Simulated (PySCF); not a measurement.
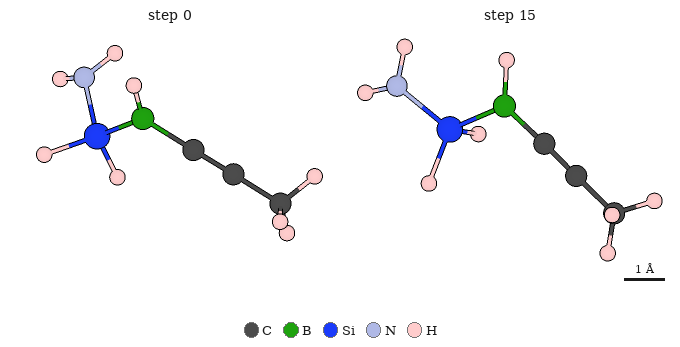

The structure of C3H8BNSi before (left) and after (right) a relaxation, at one scale.

The picture is a ball-and-stick view, seen from a free direction.

The start comes from GFN2-xTB. Its atoms were then displaced at random by about 0.01 Å.

Method: PySCF 2.14.0, density-fitted response routines, PBE0-D3(BJ)/def2-SVP geometry optimisation, gas phase. 

Describe what moved and what it gained.

Answer. The energy falls by 7.49 kcal/mol in 15 geometry steps. An H atom moves most after the best rigid fit: 1.47 Å. Largest moves by element: H 1.47 Å, N 0.87 Å, B 0.84 Å, Si 0.53 Å, C 0.44 Å. Some distances before and after: B–Si 1.945 → 2.016 Å, B–H 1.152 → 1.213 Å, B–C 1.538 → 1.497 Å, H–Si 1.464 → 1.498 Å. Bond angles that change, for instance: B–Si–H 116.0° → 105.9°, N–Si–H 102.5° → 107.7°, N–Si–H 110.9° → 115.5°. Groups turn about B–Si by about 75°. The run took 110 s on 1 thread of Arm Neoverse V1 (shared host).
